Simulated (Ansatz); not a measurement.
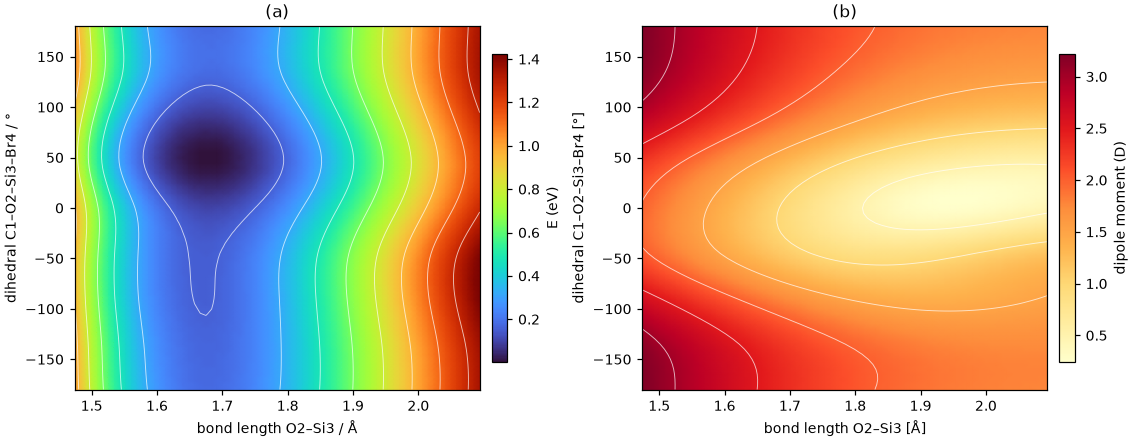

CH₄BrOSi, SMILES CO[SiH]Br, spin multiplicity 2. First axis: bond length O2–Si3. Second axis: dihedral C1–O2–Si3–Br4. Nothing is relaxed (all other coordinates rigid). Grid: 7 × 8 points. Points are written as (first, second). All energies are given in eV relative to the relaxed molecule at the same level. All numbers below come from UKS PBE-D4/def2-SVP (Ansatz).

Panel (a) is the energy and panel (b) the computed dipole moment on the same grid.

The picture shows a smooth colour map with a few white contour lines. Between grid points the surface is interpolated.

**How does the dipole moment vary over the map, and what is it at the lowest grid point?**

Leaving out the highest fifth of the energies, it runs from 0.29 D at (1.991 Å, 0°) to 3.12 D at (1.474 Å, −135°). At the lowest grid point, (1.681 Å, 45°), it is 1.37 D.

```
dihedral C1–O2–Si3–Br4 ↓, bond length O2–Si3 →  1.474  1.578  1.681  1.784  1.888  1.991  2.094
                                           135   3.17   2.69   2.28   1.96   1.74   1.62   1.57
                                            90   2.84   2.37   1.95   1.60   1.35   1.21   1.16
                                            45   2.27   1.80   1.37   0.99   0.70   0.55   0.52
                                             0   1.98   1.48   1.01   0.60   0.30   0.29   0.44
                                           −45   2.04   1.57   1.16   0.89   0.86   1.02   1.19
                                           −90   2.63   2.17   1.78   1.50   1.39   1.42   1.51
                                          −135   3.12   2.67   2.29   2.00   1.82   1.75   1.74
                                          −180   3.22   2.77   2.39   2.10   1.90   1.81   1.77
```
